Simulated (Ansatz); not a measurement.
## Electronic structure of AlF2OSi (SMILES [F][Al+][O][Si]F) (charge +1) in real space

Input file:

```
crystal:
  periodic: [false, false, false]
  atoms:
    - {symbol: Al, position_ang: [-1.992532, 0.180531, -0.561849]}
    - {symbol: F, position_ang: [-1.306927, -0.777722, 0.542744]}
    - {symbol: F, position_ang: [-4.835961, 0.717702, -2.783182]}
    - {symbol: O, position_ang: [-2.639316, 1.189509, -1.675965]}
    - {symbol: Si, position_ang: [-3.719279, 1.884507, -2.856894]}
basis:
  gaussian: {orbitals: def2-TZVPD}
total_charge: 1
hamiltonian: {xc: pbe0}
output: {forces: true, orbitals: {seedname: orbitals}}
```

Launched as:

```sh
ansatz run input.yaml --threads 1 --pin off --max-ram 2610MiB --events-out events.jsonl --progress --plain --runs-dir runs
```

Geometry: PBE0-D3(BJ)/def2-SVP.

All numbers below come from isolated molecule in a Gaussian basis; Kohn-Sham density functional theory, functional PBE0 in Ansatz.

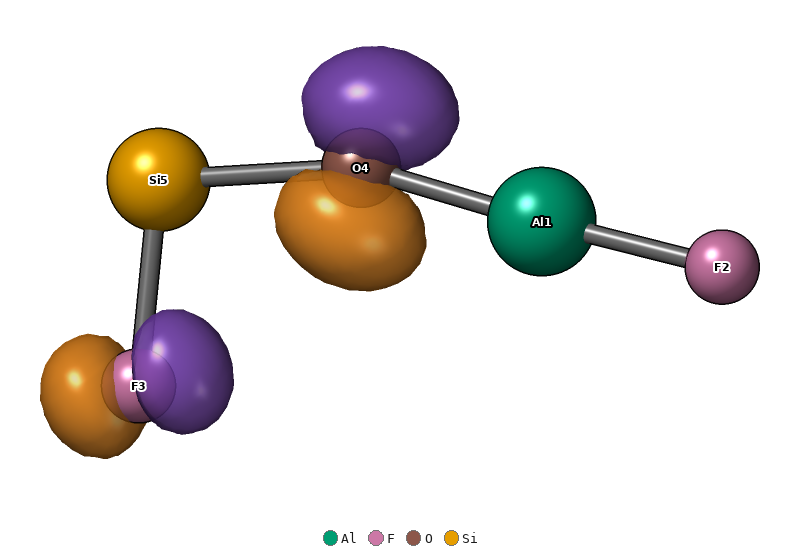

Figure 1. The HOMO−1 at ±0.3 Å⁻³ᐟ² (orange and purple are the two phases), seen at a tilt.

What is the character of this orbital?

Answer. It lies mainly on O4 (about 55 %) and F3 (about 30 %); it is symmetric in the molecular plane (an in-plane orbital: σ, lone-pair or in-plane π type); largely a combination of lone pairs on O4 and F3. Its energy is −15.91 eV.

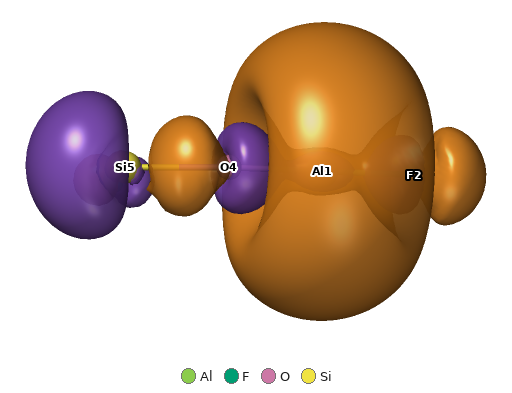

Figure 2. One frontier orbital at ±0.05 Å⁻³ᐟ² (orange and purple are the two phases), seen from one side.

Which orbital is it: HOMO or LUMO?

Answer. The LUMO, at −8.87 eV. It lies mainly on Al1 (about 75 %), O4 (about 10 %), F2 (about 10 %) and Si5 (about 5 %); it is symmetric in the molecular plane (an in-plane orbital: σ, lone-pair or in-plane π type).
